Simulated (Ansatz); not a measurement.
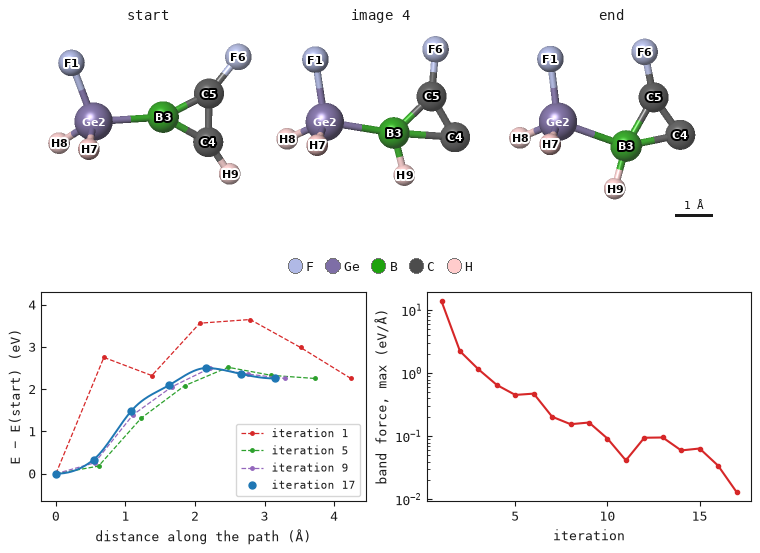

NEB run on C2H3BF2Ge. Images are numbered from 0 (start) to 6 (end). The plot follows the band through its iterations. The picture is a ball-and-stick view, seen at a tilt.

Level of theory: RKS PBE/def2-SVP (Ansatz 0.2.0). Set-up: 5 movable images; climbing image; force threshold 0.03 eV/Å; iteration limit 60; starting path through a guess of the saddle point.

Judge this run.

The result is final at these settings. The band converged in 17 iterations. The largest component of the band force went from 14 to 0.013 eV/Å. The climbing image converged on the top of the path. Its vibrational analysis gives one imaginary mode (460i cm⁻¹), as a transition state must have. The first iteration put the highest image at 3.65 eV. The energy climbs by 2.50 eV to image 4 and then falls by 0.25 eV, so the end point sits at +2.25 eV.

Cost: 2.5 min on 2 threads of AMD EPYC 7B13 (Zen 3), on a shared host, peak memory 0.18 GiB.
